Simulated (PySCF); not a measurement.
**NEVPT2(11,10)/STO-6G run of BH2O (SMILES [BH]O)**

Aim: the energy change on altering one bond length of BH2O at NEVPT2(11,10)/STO-6G, from 2 runs. 

The calculation is run with PySCF 2.14.0.

21 further runs of the same task are left out: 8 that didn't finish, 13 set aside as unsound or not needed.

### 1 The structure to begin with

BH2O: 4 atoms, total charge 0, spin state doublet. SMILES: `[BH]O`. Geometry: relaxed at PBE0-D4/def2-TZVP.

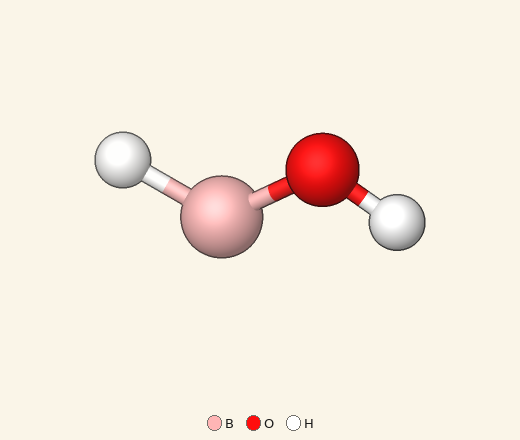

Viewed from a chosen angle; boron pink, oxygen red, hydrogen white.

### 2 The energy at NEVPT2(11,10)/STO-6G

File geometry.xyz:

```xyz
4
BH2O
B     -0.006100    -0.485500     0.388300
O      0.119700     0.544500    -0.448600
H     -1.064200    -1.032400     0.540300
H      1.006100     0.913200    -0.500300
```

File run.py:

```python
import numpy
from pyscf import gto, scf, mp, mcscf, mrpt

molecule = gto.M(
    atom='geometry.xyz',
    verbose=3,
    max_memory=1860,
    basis='sto-6g',
    spin=1,
)

mf = scf.ROHF(molecule)
mf.conv_tol = 1e-10
mf.kernel()
if not mf.converged:
    mf = mf.newton().run(mf.mo_coeff, mf.mo_occ)

pt = mp.MP2(scf.addons.convert_to_uhf(mf)).run()
noons, natorbs = mcscf.addons.make_natural_orbitals(pt)
print('natural occupations', numpy.round(noons[:40], 4))
cas = mcscf.CASSCF(mf, 10, 11)
cas.fix_spin_(ss=0.75)
cas.natorb = True
cas.kernel(natorbs)
e_pt2 = mrpt.NEVPT(cas).kernel()
energy = cas.e_tot + e_pt2
print('E(%s) = %.9f' % ('NEVPT2', energy))
```

Run with:

```
$ OMP_NUM_THREADS=1 python run.py
```

Standard output:

```text
converged SCF energy = -100.290234091248
E(UMP2) = -100.361804159066  E_corr = -0.0715700678179939
E(SCS-UMP2) = -100.365666181764  E_corr = -0.0754320905166361
natural occupations [2.     2.     1.9973 1.9902 1.9873 1.9841 1.9824 1.0022 0.0194 0.0153
 0.0131 0.0088]
CASSCF energy = -100.385729047986
CASCI E = -100.385729047986  E(CI) = -33.5473885139117  S^2 = 0.7500000
Sr    (-1)',   E = -0.00000000000000
Si    (+1)',   E = -0.00026425456909
Sijrs (0)  ,   E = 0.00000000000000
Sijr  (+1) ,   E = -0.00000000000000
Srsi  (-1) ,   E = -0.00000000000000
Srs   (-2) ,   E = 0.00000000000000
Sij   (+2) ,   E = -0.00018933932078
Sir   (0)' ,   E = -0.00000000000000
Nevpt2 Energy = -0.000453593889877
E(NEVPT2) = -100.386182642
```

Wall time 30 s (1 thread of Arm Neoverse V1, shared host); peak memory 0.17 GiB.

### 3 The distorted shape at the same level

File geometry.xyz:

```xyz
4
BH2O
B     -0.157060    -1.721503     1.392582
O      0.119700     0.544500    -0.448600
H     -1.215160    -2.268403     1.544582
H      1.006100     0.913200    -0.500300
```

File job.py:

```python
import numpy
from pyscf import gto, scf, mp, mcscf, mrpt

molecule = gto.M(
    atom='geometry.xyz',
    spin=1,
    verbose=4,
    basis='sto-6g',
    charge=0,
    max_memory=1860,
)

mf = scf.ROHF(molecule)
mf.conv_tol = 1e-10
mf.kernel()
if not mf.converged:
    mf = mf.newton().run(mf.mo_coeff, mf.mo_occ)

pt = mp.MP2(scf.addons.convert_to_uhf(mf)).run()
noons, natorbs = mcscf.addons.make_natural_orbitals(pt)
print('natural occupations', numpy.round(noons[:40], 4))
cas = mcscf.CASSCF(mf, 10, 11)
cas.fix_spin_(ss=0.75)
cas.natorb = True
cas.kernel(natorbs)
e_pt2 = mrpt.NEVPT(cas).kernel()
e_final = cas.e_tot + e_pt2
print('E = %.10f Eh' % e_final)
```

Run with:

```
$ OMP_NUM_THREADS=1 python job.py
```

Standard output:

```text
PySCF version 2.14.0

[INPUT] num. atoms = 4
[INPUT] num. electrons = 15
[INPUT] charge = 0
[INPUT] spin (= nelec alpha-beta = 2S) = 1
[INPUT] symmetry False subgroup None
[INPUT] Mole.unit = angstrom
[INPUT] Symbol           X                Y                Z      unit          X                Y                Z       unit  Magmom
[INPUT]  1 B     -0.157060000000  -1.721503000000   1.392582000000 AA   -0.296800385124  -3.253169192617   2.631598585999 Bohr   0.0
[INPUT]  2 O      0.119700000000   0.544500000000  -0.448600000000 AA    0.226200217110   1.028955874826  -0.847731139480 Bohr   0.0
[INPUT]  3 H     -1.215160000000  -2.268403000000   1.544582000000 AA   -2.296319597526  -4.286660410142   2.918836956933 Bohr   0.0
[INPUT]  4 H      1.006100000000   0.913200000000  -0.500300000000 AA    1.901253453925   1.725697896953  -0.945429980120 Bohr   0.0

nuclear repulsion = 15.8577335859768
number of shells = 8
number of NR pGTOs = 72
number of NR cGTOs = 12
basis = sto-6g
ecp = {}

[... 22 lines left out ...]
WARN: HOMO 0.733664517458915 >= LUMO -0.117194216357852
[... 3 lines left out ...]
WARN: HOMO 0.128809446401065 >= LUMO -0.0333531541804443
[... 30 lines left out ...]
converged SCF energy = -100.078192413883
[... 32 lines left out ...]
sorting_mo_energy = False
[... 20 lines left out ...]
1-step CASSCF converged in   3 macro ( 17 JK   7 micro) steps
[... 3 lines left out ...]
Natural orbital (expansion on meta-Lowdin AOs) in CAS space
[... 26 lines left out ...]
CASSCF energy = -100.160186075610
[... 7 lines left out ...]
Natural orbital (expansion on meta-Lowdin AOs) in CAS space
[... 34 lines left out ...]
Nevpt2 Energy = -0.000155910909287
E = -100.1603419865 Eh
```

It took 32 s on 1 thread of Arm Neoverse V1, shared host; peak memory 0.17 GiB.

### 4 Summary of results

Level: NEVPT2(11,10)/STO-6G.

```
                                                         quantity          value
                                        first shape: total energy  -100.38618 Eh
                first shape: dipole moment (Hartree–Fock density)         1.73 D
                                    distorted shape: total energy  -100.16034 Eh
            distorted shape: dipole moment (Hartree–Fock density)         0.31 D
energy change with the B1–O2 bond stretched from 1.333 to 2.933 Å       6.145 eV
```

**Reading.** With the B1–O2 bond stretched from 1.333 to 2.933 Å the energy rises by 6.15 eV (593 kJ/mol). The first shape isn't relaxed at this level, so the change isn't measured from a minimum. The minimal basis adds a large error of its own. Mulliken charges (first shape) of the mean-field density run from -0.38 on O2 to +0.25 on B1; they depend strongly on the basis. Mulliken charges (distorted shape) of the mean-field density run from -0.18 on O2 to +0.18 on H4.
